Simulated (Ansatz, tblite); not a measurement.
# C19H14N2S4: spin states and exact exchange

Is the singlet the ground state of C19H14N2S4? Other spin states are computed and compared level by level.

Method: as each input shows; program: Ansatz 0.2.0, Gaussian basis.

Levels to be run: triplet, at the geometry of the singlet (GFN1-xTB, GFN2-xTB, PBE0-D4/def2-TZVP, PBE-D4/def2-TZVP); the singlet's energies come from earlier runs.

## (1) The geometry

The geometry is that of the singlet, from an earlier relaxation (PBE-D4/def2-SVP).

SMILES `CN(C)c1ccc(-c2ccc(-c3ccc(-c4ccc(C#N)s4)s3)s2)s1`, 39 atoms, charge 0, spin multiplicity 1.

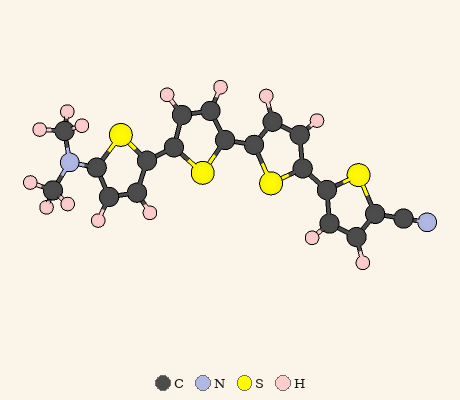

The structure; carbon dark grey, nitrogen light blue, sulfur yellow, hydrogen pink.

## (2) Triplet at the fixed geometry, GFN1-xTB

Tight binding, by tblite at 300 K electronic temperature and without a spin-polarisation term:

```python
tblite.interface.Calculator('GFN1-xTB', numbers, positions, charge=0, uhf=2).singlepoint()
```

Energy -1870.9683 eV; 0.13 s.

## (3) Triplet at the fixed geometry, GFN2-xTB

Tight binding, by tblite at 300 K electronic temperature and without a spin-polarisation term:

```python
tblite.interface.Calculator('GFN2-xTB', numbers, positions, charge=0, uhf=2).singlepoint()
```

Energy -1810.4964 eV; 0.12 s.

## (4) Triplet at the fixed geometry, PBE0-D4/def2-TZVP

Contents of in.yaml:

```yaml
crystal:
  periodic: [false, false, false]
  atoms:
    - {symbol: C, position_ang: [-7.204589, 1.204657, 0.429422]}
    - {symbol: N, position_ang: [-6.634346, 0.116292, -0.338648]}
    - {symbol: C, position_ang: [-7.464768, -1.014896, -0.702288]}
    - {symbol: C, position_ang: [-5.272887, -0.053009, -0.366460]}
    - {symbol: C, position_ang: [-4.536631, -1.144312, -0.843420]}
    - {symbol: C, position_ang: [-3.137715, -0.939537, -0.750282]}
    - {symbol: C, position_ang: [-2.768057, 0.281370, -0.190974]}
    - {symbol: C, position_ang: [-1.463164, 0.824430, 0.063798]}
    - {symbol: C, position_ang: [-1.103899, 2.102210, 0.509813]}
    - {symbol: C, position_ang: [0.289728, 2.283279, 0.649433]}
    - {symbol: C, position_ang: [1.038509, 1.152461, 0.311662]}
    - {symbol: C, position_ang: [2.467403, 0.988308, 0.327925]}
    - {symbol: C, position_ang: [3.452905, 1.957810, 0.554111]}
    - {symbol: C, position_ang: [4.766566, 1.445774, 0.502519]}
    - {symbol: C, position_ang: [4.826701, 0.075636, 0.232678]}
    - {symbol: C, position_ang: [5.976461, -0.780379, 0.100833]}
    - {symbol: C, position_ang: [6.023433, -2.153664, -0.172836]}
    - {symbol: C, position_ang: [7.334602, -2.673340, -0.230055]}
    - {symbol: C, position_ang: [8.315171, -1.705538, -0.001297]}
    - {symbol: C, position_ang: [9.718872, -1.863804, 0.015640]}
    - {symbol: N, position_ang: [10.889555, -1.990101, 0.030603]}
    - {symbol: S, position_ang: [7.591144, -0.134130, 0.288847]}
    - {symbol: S, position_ang: [3.207509, -0.575997, 0.054934]}
    - {symbol: S, position_ang: [-0.028101, -0.154451, -0.179014]}
    - {symbol: S, position_ang: [-4.207507, 1.208613, 0.239429]}
    - {symbol: H, position_ang: [-6.697896, 2.160221, 0.173384]}
    - {symbol: H, position_ang: [-8.275613, 1.315327, 0.175455]}
    - {symbol: H, position_ang: [-7.114161, 1.056685, 1.532765]}
    - {symbol: H, position_ang: [-8.521321, -0.691692, -0.750800]}
    - {symbol: H, position_ang: [-7.179008, -1.399274, -1.703871]}
    - {symbol: H, position_ang: [-7.385555, -1.859574, 0.023034]}
    - {symbol: H, position_ang: [-4.994074, -2.055030, -1.247078]}
    - {symbol: H, position_ang: [-2.394555, -1.676565, -1.087912]}
    - {symbol: H, position_ang: [-1.847834, 2.883412, 0.720453]}
    - {symbol: H, position_ang: [0.751765, 3.218105, 0.994512]}
    - {symbol: H, position_ang: [3.214430, 3.013141, 0.740187]}
    - {symbol: H, position_ang: [5.667380, 2.058335, 0.650533]}
    - {symbol: H, position_ang: [5.117744, -2.756857, -0.325621]}
    - {symbol: H, position_ang: [7.581803, -3.723904, -0.431406]}
basis:
  gaussian: {orbitals: def2-TZVP, fitting: {mean_field: def2-universal-jkfit}}
magnetization: {spin_polarized: true, initial_magnetization: 2}
hamiltonian: {xc: pbe0, dispersion: d4}
scf: {omitted_lower_state_checks: [starts]}
output: {orbitals: {seedname: orbitals}}
```

Command:

```
$ ansatz run in.yaml --threads 2 --pin off --events-out ev --progress --plain --max-ram 32768MiB --backend cuda --devices 0, --max-vram 18GiB
```

The program printed:

```text
Functional definition: PBE0
  name "PBE0"
  cite "Adamo & Barone, J. Chem. Phys. 110, 6158 (1999) doi:10.1063/1.478522"
  cite "Perdew, Burke & Ernzerhof, Phys. Rev. Lett. 77, 3865 (1996) doi:10.1103/PhysRevLett.77.3865"
  parent pbe
  parameter a = 0.25
  parameter kappa = 0.804
  parameter beta = 0.06672455060314922
  exchange = (1 - a)*pbe_x(kappa = kappa, mu = beta*pi^2/3) + a*exact_x
  correlation = pbe_c(beta = beta)
these checks for a lower state are left out or cut short: starts
2343 factors; integrals over basis functions are off by at most 4.3e-1 eV
mean field evaluation 1: about -66175.5741 eV, gradient 9.0e1 eV
mean field evaluation 2: about -66048.1358 eV, gradient 1.6e2 eV
mean field evaluation 4: about -66206.2435 eV, gradient 3.5e1 eV
mean field evaluation 8: about -66216.9003 eV, gradient 1.4e0 eV
mean field evaluation 16: about -66216.9368 eV, gradient 6.0e-2 eV
mean field evaluation 32: about -66216.9368 eV, gradient 1.7e-4 eV
mean field -66216.93683301 eV, -2433.4275451611 hartree, gradient 1.2e-5 eV, S^2 2.031468; 0 other end points of the search recorded, 0 dependent functions left out
reference -66216.93689965 eV, -2433.4275476102 hartree; 104, 102 occupied and 779, 781 virtual orbitals, 2343 factors
Total energy: -66218.42873887 eV, -2433.4823716905 hartree
Checks for a lower state left out: starts
```

Run time: 28 s. Hardware: 1 × H100 (card shared with other runs) with 2 threads of AMD EPYC 7R13, shared host; peak host memory 1.6 GiB.

HOMO -3.59 eV, LUMO -3.94 eV (over both spins; with the spin held, an empty level of the minority spin lies below the top filled one); ⟨S²⟩ 2.031 (pure: 2.00).

## (5) Triplet at the fixed geometry, PBE-D4/def2-TZVP

start.molden holds the orbitals of an earlier run on this state, given as this run's starting guess.

in.yaml: that of step 4 with these lines changed.

```diff
@@ -43,5 +43,5 @@
 basis:
-  gaussian: {orbitals: def2-TZVP, fitting: {mean_field: def2-universal-jkfit}}
+  gaussian: {orbitals: def2-TZVP, fitting: {mean_field: def2-universal-jkfit}, initial_orbitals: start.molden}
 magnetization: {spin_polarized: true, initial_magnetization: 2}
-hamiltonian: {xc: pbe0, dispersion: d4}
+hamiltonian: {xc: pbe, dispersion: d4}
 scf: {omitted_lower_state_checks: [starts]}
```

The command is unchanged.

The program printed:

```text
Functional definition: PBE
  name "PBE"
  cite "Perdew, Burke & Ernzerhof, Phys. Rev. Lett. 77, 3865 (1996) doi:10.1103/PhysRevLett.77.3865"
  parent pbe
  parameter kappa = 0.804
  parameter beta = 0.06672455060314922
  exchange = pbe_x(kappa = kappa, mu = beta*pi^2/3)
  correlation = pbe_c(beta = beta)
these checks for a lower state are left out or cut short: starts
2343 factors; integrals over basis functions are off by at most 4.3e-1 eV
mean field evaluation 1: about -66212.1092 eV, gradient 1.6e1 eV
mean field evaluation 2: about -66212.6340 eV, gradient 6.6e-1 eV
mean field evaluation 4: about -66212.6522 eV, gradient 2.6e-1 eV
mean field evaluation 8: about -66212.6525 eV, gradient 2.0e-5 eV
mean field -66212.65250527 eV, -2433.2700990209 hartree, gradient 2.0e-5 eV, S^2 2.004743; 0 other end points of the search recorded, 0 dependent functions left out
reference -66212.65259579 eV, -2433.2701023475 hartree; 104, 102 occupied and 779, 781 virtual orbitals, 2343 factors
Total energy: -66214.38485483 eV, -2433.3337616928 hartree
Checks for a lower state left out: starts
```

Run time: 15 s. Hardware: 1 × H100 (card shared with other runs) with 2 threads of AMD EPYC 7R13, shared host.

Report: HOMO -3.03 eV, LUMO -4.34 eV (over both spins; with the spin held, an empty level of the minority spin lies below the top filled one); ⟨S²⟩ 2.005 (pure: 2.00).

## (6) Triplet less singlet, vertical

The singlet's energies are those of its earlier runs, whose logs aren't repeated here.

```tsv
level	triplet less singlet, vertical (kJ/mol)	time
GFN1-xTB	+149.1	0.23 s
GFN2-xTB	+144.4	0.22 s
PBE-D4/def2-TZVP	+136.0	30 s
PBE0-D4/def2-TZVP	+152.2	47 s
```

Times add the two runs; a level without a time comes out of a correlated run. Tight binding without a spin term can't rank spin states.

## (7) What came out

| quantity | value |
| --- | --- |
| triplet less singlet, vertical, functionals in def2-TZVP | +136.0 (PBE-D4) to +152.2 kJ/mol (PBE0-D4) |

**Reading.** All functionals put the triplet above the singlet, over a spread of 16.2 kJ/mol. The checks for a lower triplet were left out, so another state of that spin may lie lower. These are electronic energies, without zero-point motion, entropy or surroundings.
